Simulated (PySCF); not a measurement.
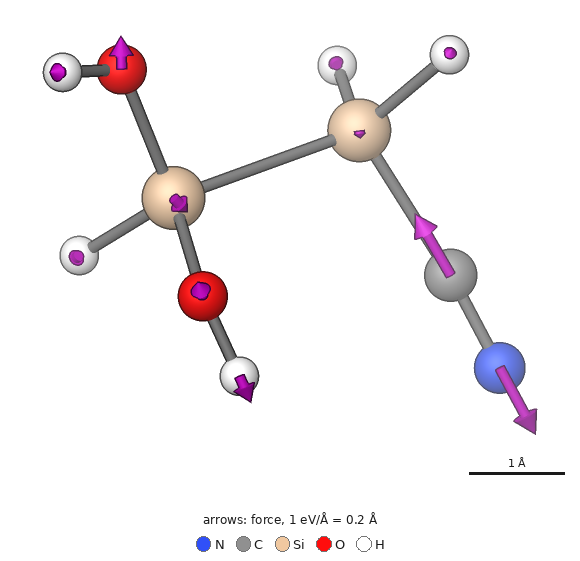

Starting geometry of CH$_{5}$NO$_{2}$Si$_{2}$ with the computed forces as purple arrows. The picture is a ball-and-stick view, seen at a tilt.

The start comes from GFN2-xTB. Its atoms were then displaced at random by about 0.01 Å.

Method: PBE0-D3(BJ)/def2-SVP geometry optimisation, gas phase (PySCF). 

Question: Is this structure relaxed? If not, where do the atoms go?

Answer: It isn't relaxed: the largest force vector, on the N atom, is 4.12 eV/Å. The final displacements have little in common with the starting forces (cosine between the two patterns 0.11). The largest move after the best rigid fit is that of the N atom, 0.28 Å. Largest moves by element: N 0.28 Å, H 0.23 Å, O 0.20 Å, C 0.14 Å, Si 0.08 Å. Some distances before and after: O–Si 1.598 → 1.653 Å, H–Si 1.456 → 1.497 Å, C–N 1.131 → 1.161 Å, H–O 0.934 → 0.963 Å. Among the angles between lasting bonds that change: C–Si–Si 107.1° → 101.3°, Si–O–H 122.9° → 118.1°, Si–Si–O 102.4° → 106.8°. After 8 geometry steps the energy has fallen by 23.4 kJ/mol.
